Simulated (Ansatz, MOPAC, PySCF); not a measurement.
CHN (SMILES C#N) and HI (SMILES I) are pulled apart as rigid monomers along the line of their centres of mass, from the B3LYP-D3(BJ)/def2-TZVP minimum. Starting geometry (charge 0, multiplicity 1):
```xyz
5

C     -0.75729    -0.57205    -0.31790
N     -0.20264    -0.30011     0.64590
H     -1.27406    -0.82612    -1.21631
I      1.73860     0.59879     3.87012
H      0.91808     0.22392     2.52297
```

Interaction energies with rigid monomers; basis-set methods are counterpoise corrected unless marked otherwise.

Frozen-core correlation. Filled d and f shells under p-block atoms count as core. The state that PM7 reach isn't checked; PM7 holds dispersion and hydrogen-bond terms.

Run with Ansatz (Gaussian orbitals); MOPAC for PM7 (differences of heats of formation); PySCF for the dispersion terms. Values without a source in brackets are computed. In def2 rows elements past Kr take small-core potentials, without spin–orbit coupling.

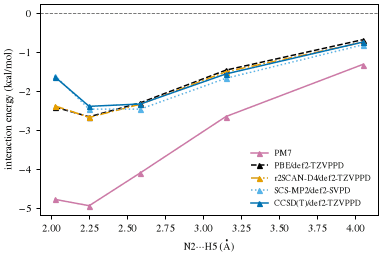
*Interaction energy against separation*

### Question
Which level binds most strongly at N2···H5 = 2.25, and by how much?

### Answer
PM7, -4.9 kcal/mol.

Ansatz is a quantum-chemistry and plane-wave program.
